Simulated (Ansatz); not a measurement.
```
Be K
1.0
     4.58000    0.00000    0.00000
     2.29000    3.96640    0.00000
     0.00000    0.00000   17.38265
Be K
16 1
Direct
  0.83333 0.33333 0.05753
  0.33333 0.33333 0.05753
  0.83333 0.83333 0.05753
  0.33333 0.83333 0.05753
  0.99953 0.00039 0.16331
  0.50009 0.00029 0.16321
  0.00000 0.49978 0.16361
  0.50030 0.49950 0.16352
  0.83297 0.33382 0.26884
  0.33297 0.33405 0.26865
  0.83382 0.83262 0.26834
  0.33342 0.83276 0.26793
  0.99936 0.99942 0.37246
  0.50098 0.99958 0.37138
  0.99969 0.50065 0.37586
  0.49999 0.49958 0.37515
  0.29343 0.96704 0.53591
```

Computed without spin polarisation.

The calculation used DFT PBEsol, scalar-relativistic, plane waves, PAW (Ansatz 0.2.0).

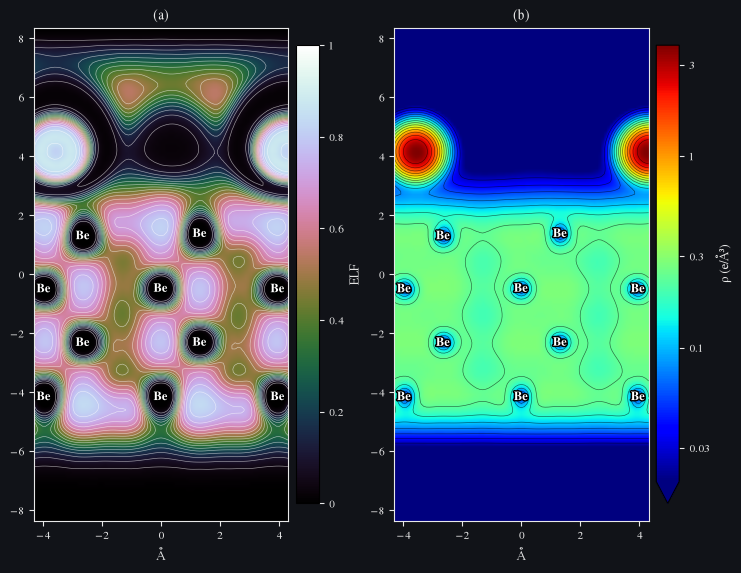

KBe$_{16}$ (slab). (a) ELF; (b) valence pseudo-density on the (11̄0) plane of the calculation cell, a cut from vacuum to vacuum.

Core electrons are frozen (PAW), and the valence fields are smoothed inside the atomic spheres.

**What does the map show?**

The section cuts through Be sites. Atoms just off the plane (K, 0.4 Å away) can leave unmarked features too. Be–Be (2.25 Å): ρ is about 0.26 e/Å³ halfway; the ELF peaks at about 0.60 between the atoms. Be–Be (2.27 Å): the density is about 0.25 e/Å³ at the midpoint; the ELF reaches about 0.60 near the midpoint. The density dies away to nearly zero in the vacuum.

**Metal or insulator at this level of theory?**

It is gapless in this calculation (a metal or semimetal).
